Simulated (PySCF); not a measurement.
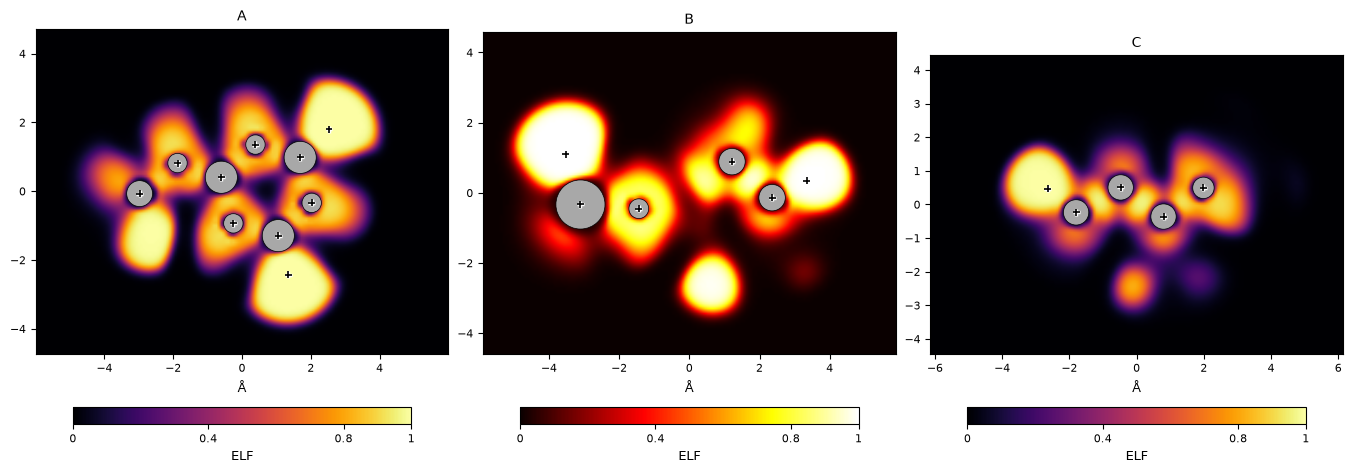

The electron localisation function of 3 systems, each on a plane through atoms (crosses mark nuclei in the plane; grey discs cover the cores).

These are results of PBE0/pcSseg-1, SCF density, gas phase, non-relativistic (PySCF 2.14.0), not measurements.

System 1: CH5B3O4 (SMILES COB1OBOBO1), the plane of atoms C1, O2 and B3. Geometry: GFN2-xTB.

```tsv
atom	x (Å)	y (Å)	z (Å)
C	2.4649	0.1395	0.0872
O	1.4352	0.1538	-0.8832
B	0.1359	0.0463	-0.5753
O	-0.7795	0.0749	-1.5986
B	-2.1019	-0.0355	-1.3330
O	-2.5342	-0.1730	-0.0473
B	-1.6395	-0.2021	0.9768
O	-0.3119	-0.0968	0.7276
H	3.2588	-0.5115	-0.2820
H	2.0986	-0.2221	1.0490
H	2.8533	1.1536	0.2044
H	-2.8744	-0.0105	-2.2100
H	-2.0098	-0.3162	2.0805
```

System 2: C4H11ClOSi2, the plane of atoms O2, Si1 and H9. Geometry: PBE0-D3(BJ)/def2-SVP.

```json
{"atom": "Si", "x (Å)": "3.8543", "y (Å)": "2.5616", "z (Å)": "2.0679"}
{"atom": "O", "x (Å)": "2.2859", "y (Å)": "2.8191", "z (Å)": "1.5651"}
{"atom": "Si", "x (Å)": "1.2165", "y (Å)": "4.0543", "z (Å)": "1.3233"}
{"atom": "Cl", "x (Å)": "2.2641", "y (Å)": "5.8208", "z (Å)": "1.6845"}
{"atom": "C", "x (Å)": "0.3954", "y (Å)": "4.0690", "z (Å)": "-0.3639"}
{"atom": "C", "x (Å)": "-1.0612", "y (Å)": "3.6974", "z (Å)": "-0.0325"}
{"atom": "C", "x (Å)": "-1.4359", "y (Å)": "4.3001", "z (Å)": "1.3298"}
{"atom": "C", "x (Å)": "-0.3460", "y (Å)": "3.9315", "z (Å)": "2.3497"}
{"atom": "H", "x (Å)": "4.8175", "y (Å)": "3.1910", "z (Å)": "1.1180"}
{"atom": "H", "x (Å)": "4.0643", "y (Å)": "3.1243", "z (Å)": "3.4343"}
{"atom": "H", "x (Å)": "4.0723", "y (Å)": "1.0885", "z (Å)": "2.0964"}
{"atom": "H", "x (Å)": "0.8655", "y (Å)": "3.3911", "z (Å)": "-1.0912"}
{"atom": "H", "x (Å)": "0.4551", "y (Å)": "5.0890", "z (Å)": "-0.7787"}
{"atom": "H", "x (Å)": "-1.1547", "y (Å)": "2.5987", "z (Å)": "0.0277"}
{"atom": "H", "x (Å)": "-1.7584", "y (Å)": "4.0261", "z (Å)": "-0.8195"}
{"atom": "H", "x (Å)": "-2.4343", "y (Å)": "3.9649", "z (Å)": "1.6532"}
{"atom": "H", "x (Å)": "-1.4911", "y (Å)": "5.3990", "z (Å)": "1.2339"}
{"atom": "H", "x (Å)": "-0.3580", "y (Å)": "4.5585", "z (Å)": "3.2525"}
{"atom": "H", "x (Å)": "-0.4560", "y (Å)": "2.8816", "z (Å)": "2.6736"}
```

System 3: C7H16FNSi, the plane of atoms C4, C5 and H20. Geometry: PBE0-D3(BJ)/def2-SVP.

```xyz
26

C     2.7597   -0.3986   -0.5028
C     1.5748   -0.7232    0.3915
C     0.1899   -0.5287   -0.2473
C    -0.0152    0.9109   -0.7651
C     0.2354    2.0322    0.2305
C    -0.8947   -0.9141    0.7823
C    -2.1983   -1.2953    0.1003
F    -2.9149   -0.1533   -0.2578
Si   -1.5732   -2.1812   -1.4755
N     0.0055   -1.4815   -1.3470
H     3.7085   -0.5996    0.0174
H     2.7595   -1.0154   -1.4159
H     2.7743    0.6578   -0.8118
H     1.6300   -0.1195    1.3132
H     1.6363   -1.7778    0.7072
H    -1.0460    0.9787   -1.1447
H     0.6396    1.0477   -1.6433
H    -0.3985    1.9349    1.1256
H     1.2829    2.0659    0.5681
H     0.0063    3.0094   -0.2206
H    -1.0633   -0.1123    1.5183
H    -0.5422   -1.7978    1.3410
H    -2.8408   -1.8862    0.7730
H    -2.3617   -1.8126   -2.6928
H    -1.5925   -3.6761   -1.3687
H     0.6705   -1.3987   -2.1054
```

Match each panel to its system.

Answer. Panel A is system 1, CH5B3O4: the plane holds C, O, B and H. B–O (1.34 Å): the ELF peaks at about 0.90 between the atoms (a short, strongly polar bond). Panel B is system 2, C4H11ClOSi2: the plane holds Si, O, C and H. C–C (1.54 Å): the ELF peaks at about 0.95 between the atoms, as expected for a covalent bond. Panel C is system 3, C7H16FNSi: the plane holds C, N and H. C–N (1.47 Å): the ELF peaks at about 0.90 between the atoms; localised, covalent bonding.
